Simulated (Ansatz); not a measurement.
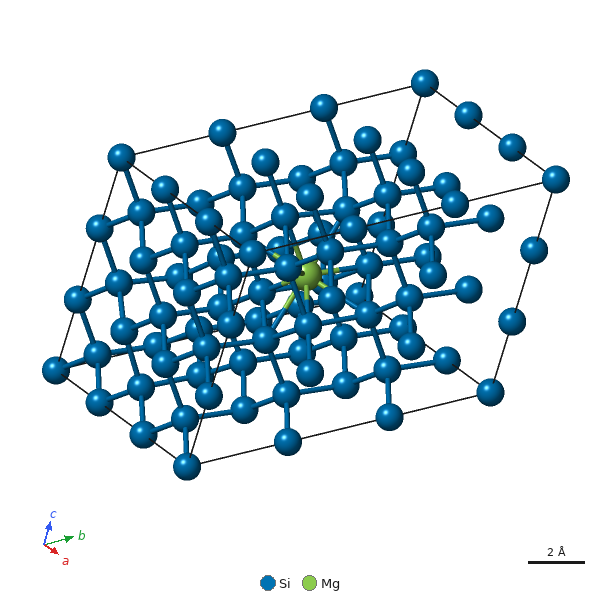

Structure drawing (ball-and-stick), viewed slightly off an axis. The supercell is drawn as a box. The host is Si, in a cell of 54 sites, and the cell is neutral.

Question: Spot the defect.

Answer: An interstitial magnesium atom. It is bonded to ten Si at about 2.5 to 2.8 Å.

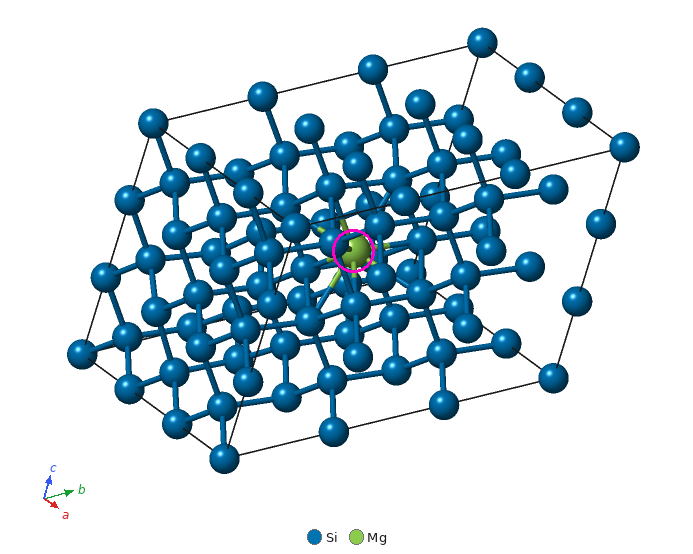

The same cell with a ring at the defect's site.

The atoms were relaxed in the host's cell with DFT PBE, scalar-relativistic, plane waves, PAW in Ansatz.
